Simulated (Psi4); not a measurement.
# BP86/aug-cc-pVDZ (density fitting, sweep point 5) run of C2H6AlCl (SMILES [CH3][Al]([CH3])[Cl])

What is the vertical ionisation energy of C2H6AlCl at BP86/aug-cc-pVDZ (density fitting, sweep point 5)? 

The calculation is run with Psi4 1.11.

4 further runs of the same task are left out: 4 set aside as unsound or not needed. Runs told in other sessions of the task aren't counted.

### 1 The structure to begin with

C2H6AlCl: 10 atoms, total charge 0, spin state singlet. SMILES: `[CH3][Al]([CH3])[Cl]`. The coordinates come from a PBE0-D4/def2-TZVP relaxation.

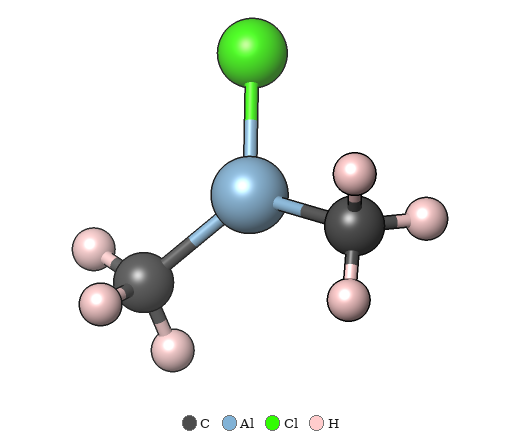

The structure, seen from a chosen angle (carbon dark grey, aluminium light blue, chlorine green, hydrogen pink).

### 2 The energy at BP86/aug-cc-pVDZ (density fitting, sweep point 5)

Contents of calc.dat:

```
memory 1.6 GB

molecule geom {
  C     -0.517700     1.358200    -0.989200
  Al    -0.252300    -0.446600    -0.322400
  C      0.742200    -0.932200     1.273500
  Cl    -1.112300    -2.038200    -1.415400
  H     -1.121400     1.383800    -1.898300
  H     -1.010200     1.981400    -0.235400
  H      0.443800     1.835600    -1.206000
  H      0.102400    -1.471200     1.979300
  H      1.158700    -0.063300     1.788800
  H      1.566900    -1.607500     1.025200
  units angstrom
  symmetry c1
}

set globals {
  basis aug-cc-pVDZ
  puream true
  scf_type df
  dft_radial_points 75
  dft_spherical_points 302
}

energy("bp86")
```

The run is started by

```bash
$ psi4 calc.dat calc.out -n 1
```

calc.out (excerpt; [...] marks lines left out):

```text
[...]
  Running in c1 symmetry.
[...]
  Nuclear repulsion =  189.762243294910661
[...]
  Multiplicity = 1
[...]
  Nalpha       = 24
  Nbeta        = 24
[...]
    Number of basis functions: 154
[...]
   @DF-RKS iter   1:  -781.70752450100747    1.14925e-01   8.45801e-03 DIIS/ADIIS
[...]
   @DF-RKS iter  10:  -782.60666564485962    5.66911e-09   2.87529e-07 DIIS
[...]
    Orbital Energies [Eh]
    ---------------------
    Doubly Occupied:
       1A   -100.716760     2A    -55.460257     3A     -9.894795
       4A     -9.894329     5A     -9.166181     6A     -6.985767
       7A     -6.982342     8A     -6.981008     9A     -3.956808
      10A     -2.565098    11A     -2.559572    12A     -2.555111
      13A     -0.730499    14A     -0.628892    15A     -0.620849
      16A     -0.375126    17A     -0.364520    18A     -0.363813
      19A     -0.358117    20A     -0.357063    21A     -0.294188
      22A     -0.288180    23A     -0.287704    24A     -0.248304
[...]
  @DF-RKS Final Energy:  -782.60666564485962
   => Energetics <=
    Nuclear Repulsion Energy =            189.7622432949106610
    One-Electron Energy =               -1456.7076231646383349
    Two-Electron Energy =                 544.4294582806403469
    DFT Exchange-Correlation Energy =     -60.0907440557722339
    Empirical Dispersion Energy =           0.0000000000000000
    VV10 Nonlocal Energy =                  0.0000000000000000
    Total Energy =                       -782.6066656448596177
[...]
 Multipole Moments:
 ------------------------------------------------------------------------------------
     Multipole            Electronic (a.u.)      Nuclear  (a.u.)        Total (a.u.)
 ------------------------------------------------------------------------------------
 L = 1.  Multiply by 2.5417464519 to convert [e a0] to [Debye]
 Dipole X            :         -3.7036227            4.0419775            0.3383548
 Dipole Y            :         -6.7151136            7.3400190            0.6249055
 Dipole Z            :         -4.7192167            5.1492524            0.4300357
 Magnitude           :                                                    0.8306152
[...]
```

Wall time 10 s (1 thread of AMD EPYC 9B45 (Zen 5), shared host); peak memory 1.2 GiB.

### 3 The doublet cation, same level

Contents of c2h6alcl.dat:

```
memory 1600 MB

molecule geom {
  1 2
  C     -0.517700     1.358200    -0.989200
  Al    -0.252300    -0.446600    -0.322400
  C      0.742200    -0.932200     1.273500
  Cl    -1.112300    -2.038200    -1.415400
  H     -1.121400     1.383800    -1.898300
  H     -1.010200     1.981400    -0.235400
  H      0.443800     1.835600    -1.206000
  H      0.102400    -1.471200     1.979300
  H      1.158700    -0.063300     1.788800
  H      1.566900    -1.607500     1.025200
  symmetry c1
}

set {
  basis aug-cc-pVDZ
  reference uks
  puream true
  scf_type df
  dft_radial_points 75
  dft_spherical_points 302
  maxiter 100
}

result, w = energy('bp86', return_wfn=True)
```

The run is started by

```bash
$ psi4 -i c2h6alcl.dat -o c2h6alcl.out -n 1
```

c2h6alcl.out (excerpt; [...] marks lines left out):

```text
[...]
  Running in c1 symmetry.
[...]
  Nuclear repulsion =  189.762243294910661
[...]
  Multiplicity = 2
[...]
  Nalpha       = 24
  Nbeta        = 23
[...]
    Number of basis functions: 154
[...]
   @DF-UKS iter   1:  -781.27157086142256    5.50878e-01   8.40544e-03 ADIIS/DIIS
[...]
   @DF-UKS iter  12:  -782.25334681063634   -9.10209e-08   2.93810e-07 DIIS
[...]
   @S^2 Observed:                7.531122846E-01
[...]
    Orbital Energies [Eh]
    ---------------------
    Alpha Occupied:
       1A   -100.946896     2A    -55.707519     3A    -10.127035
       4A    -10.126852     5A     -9.394416     6A     -7.214145
       7A     -7.212767     8A     -7.208406     9A     -4.200599
      10A     -2.807485    11A     -2.802408    12A     -2.802146
      13A     -0.952125    14A     -0.851574    15A     -0.842138
      16A     -0.595459    17A     -0.577732    18A     -0.573883
      19A     -0.569256    20A     -0.567156    21A     -0.520665
      22A     -0.516027    23A     -0.495473    24A     -0.486603
    Alpha Virtual:
      25A     -0.258544    26A     -0.222955    27A     -0.161903
[...]
  @DF-UKS Final Energy:  -782.25334681063634
   => Energetics <=
    Nuclear Repulsion Energy =            189.7622432949106610
    One-Electron Energy =               -1445.9050496778540946
    Two-Electron Energy =                 533.6568055941811508
    DFT Exchange-Correlation Energy =     -59.7673460218740402
    Empirical Dispersion Energy =           0.0000000000000000
    VV10 Nonlocal Energy =                  0.0000000000000000
    Total Energy =                       -782.2533468106363443
  UHF NO Occupations:
  HONO-2 :   22  A 1.9997281
  HONO-1 :   23  A 1.9990099
[...]
 Multipole Moments:
 ------------------------------------------------------------------------------------
     Multipole            Electronic (a.u.)      Nuclear  (a.u.)        Total (a.u.)
 ------------------------------------------------------------------------------------
 L = 1.  Multiply by 2.5417464519 to convert [e a0] to [Debye]
 Dipole X            :         -3.3272213            4.0419775            0.7147563
 Dipole Y            :         -6.0356654            7.3400190            1.3043537
 Dipole Z            :         -4.2391297            5.1492524            0.9101226
 Magnitude           :                                                    1.7437139
[...]
```

It took 19 s on 1 thread of AMD EPYC 9B45 (Zen 5), shared host; peak memory 1.2 GiB.

### 4 What came out

At BP86/aug-cc-pVDZ (density fitting, sweep point 5):

```
                                          quantity          value
                    singlet C2H6AlCl: total energy  -782.60667 Eh
                   singlet C2H6AlCl: dipole moment         2.11 D
                     singlet C2H6AlCl: HOMO energy       -6.76 eV
                     singlet C2H6AlCl: LUMO energy       -1.56 eV
                   singlet C2H6AlCl: HOMO–LUMO gap        5.20 eV
                      doublet cation: total energy  -782.25335 Eh
doublet cation: HOMO energy (highest over α and β)      -13.24 eV
 doublet cation: LUMO energy (lowest over α and β)      -12.49 eV
                              doublet cation: ⟨S²⟩          0.753
vertical ionisation energy (to the doublet cation)       9.614 eV
```

Removing an electron at fixed nuclei costs 9.61 eV (222 kcal/mol). The negative HOMO energy of the first species, 6.76 eV, lies 2.86 eV below that difference.
